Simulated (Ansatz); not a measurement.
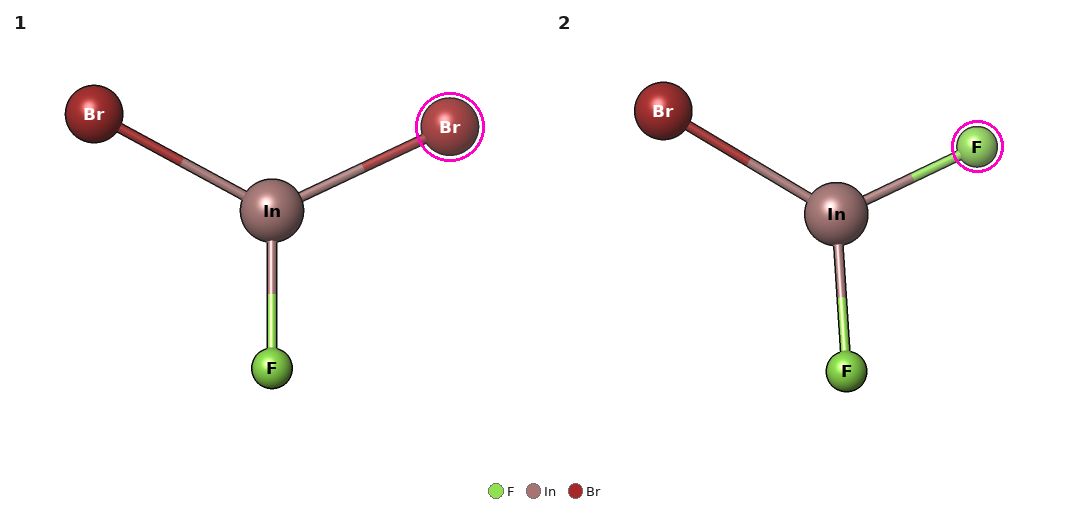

2 molecules with one skeleton, seen from the same side and at one scale; the atom that differs is circled. Each species is neutral and a spin singlet. Computed geometries: PBE0-D4/def2-TZVP optimisations, one conformation each. Properties computed with Ansatz 0.2.0. Elements past Kr carry core potentials.

One atom differs, called X below: Br in panel 1, F in panel 2. Their formulas are InBr2F (`[F][In]([Br])[Br]`), InBrF2 (`[F][In]([F])[Br]`).

Question: In which is the HOMO energy (Kohn–Sham orbital) higher (B3LYP-D4/def2-TZVPP)?

Answer: In panel 1 (X = Br).

Question: In which is the dipole moment larger (B3LYP-D4/def2-TZVPP)?

Answer: In panel 2 (X = F).

Give the values. With PBE0-D4/def2-TZVP: length of X–In (Å), angle F–In–X (°). With B3LYP-D4/def2-TZVPP: dipole moment (D), HOMO energy (Kohn–Sham orbital) (eV), HOMO–LUMO gap (eV).

```tsv
quantity	1 (Br)	2 (F)	2 − 1
length of X–In (Å)	2.426	1.925	−0.501
angle F–In–X (°)	117.1	113.7	−3.4
dipole moment (D)	1.38	1.77	+0.39
HOMO energy (Kohn–Sham orbital) (eV)	−8.71	−9.06	−0.35
HOMO–LUMO gap (eV)	5.35	5.53	+0.18
```
